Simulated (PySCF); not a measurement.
Consider AlTe (charge −1).

```yaml
atoms:
  - { symbol: Al, position_ang: [0.0000, 0.0000, -2.0452] }
  - { symbol: Te, position_ang: [0.0000, 0.0000, 0.4248] }
```

Core potentials replace the inner electrons of Te.

The calculation used PySCF 2.14.0, PBE0/def2-SVPD, non-relativistic Hamiltonian with scalar-relativistic core potentials where named, at a bond length of 2.470 Å.

### What will maps of the electron density and electron localisation function show?

Al–Te (2.47 Å): ρ is about 0.54 e/Å³ halfway; the ELF peaks at about 0.80 in the valence shell of Te, 1.3 Å from its nucleus, and is about 0.75 at the midpoint.

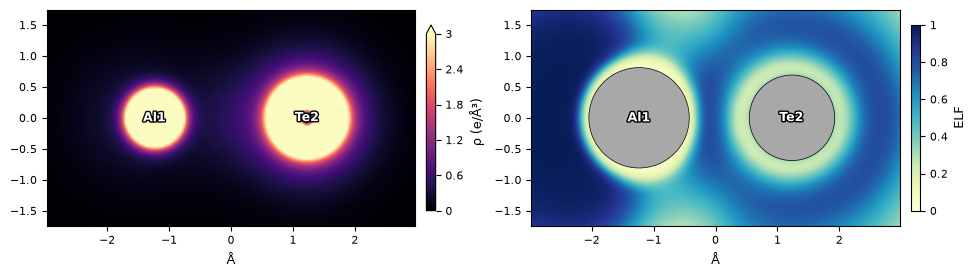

Computed electron density and electron localisation function on a plane that holds the molecular axis, in this order. Grey discs cover the atomic cores in the ELF map. 
